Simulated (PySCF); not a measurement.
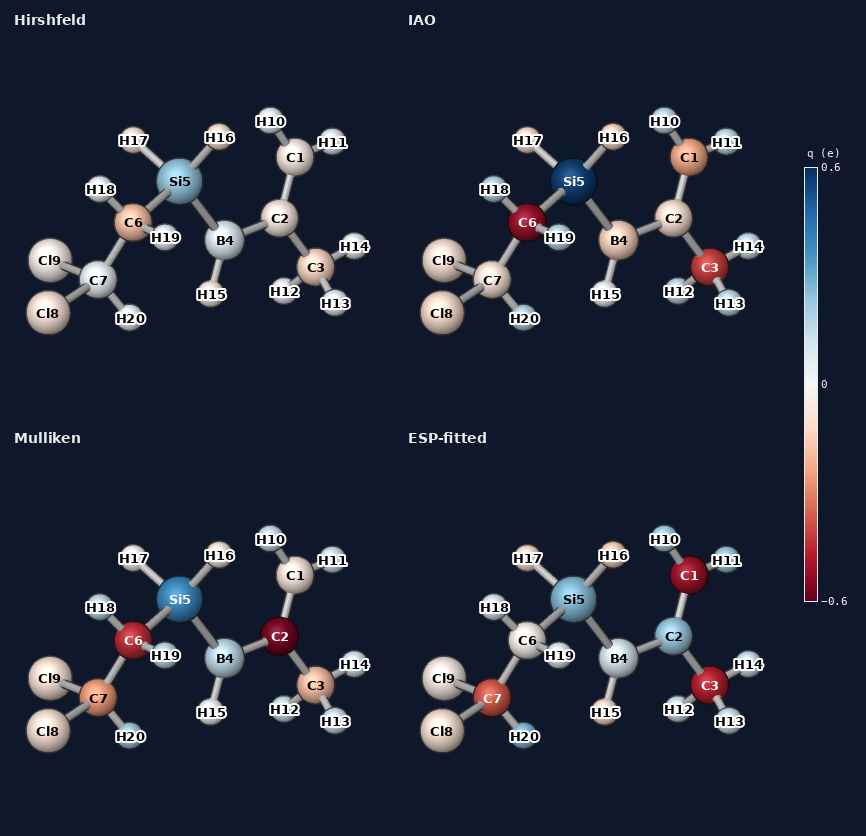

Atomic charges of one calculation by 4 schemes, on one colour scale. The geometry was computed by an optimisation with GFN2-xTB. No frequency run is at hand to confirm it as a minimum. Level of theory: PBE0/pcSseg-1 (PySCF 2.14.0).

Question: On which atom do the schemes disagree most?

Answer: On C2 (from −0.57 to 0.22 e).

List the charges (e), one line for each set of equivalent atoms.

| atom | Hirshfeld | IAO | Mulliken | ESP-fitted |
| --- | --- | --- | --- | --- |
| C1 | −0.05 | −0.23 | −0.06 | −0.51 |
| C2 | −0.06 | −0.08 | −0.57 | 0.22 |
| C3 | −0.12 | −0.42 | −0.18 | −0.46 |
| B4 | 0.08 | −0.13 | 0.16 | 0.09 |
| Si5 | 0.24 | 0.57 | 0.39 | 0.26 |
| C6 | −0.17 | −0.52 | −0.44 | −0.02 |
| C7 | 0.04 | −0.07 | −0.25 | −0.37 |
| Cl8 | −0.07 | −0.10 | −0.08 | −0.08 |
| Cl9 | −0.03 | −0.08 | −0.07 | −0.05 |
| H10 | 0.05 | 0.15 | 0.14 | 0.20 |
| H11 | 0.05 | 0.15 | 0.12 | 0.22 |
| H12 | 0.05 | 0.15 | 0.13 | 0.13 |
| H13 | 0.05 | 0.15 | 0.13 | 0.13 |
| H14 | 0.04 | 0.14 | 0.11 | 0.13 |
| H15 | −0.06 | 0.02 | 0.02 | −0.08 |
| H16 | −0.08 | −0.11 | −0.06 | −0.14 |
| H17 | −0.08 | −0.09 | −0.01 | −0.09 |
| H18 | 0.04 | 0.17 | 0.16 | 0.09 |
| H19 | 0.04 | 0.16 | 0.16 | 0.07 |
| H20 | 0.05 | 0.18 | 0.21 | 0.26 |

The geometry is semi-empirical. Around B, Si such bond lengths and angles can be off by a tenth of an ångström or more and by several degrees, and values that hang on the shape move with them.
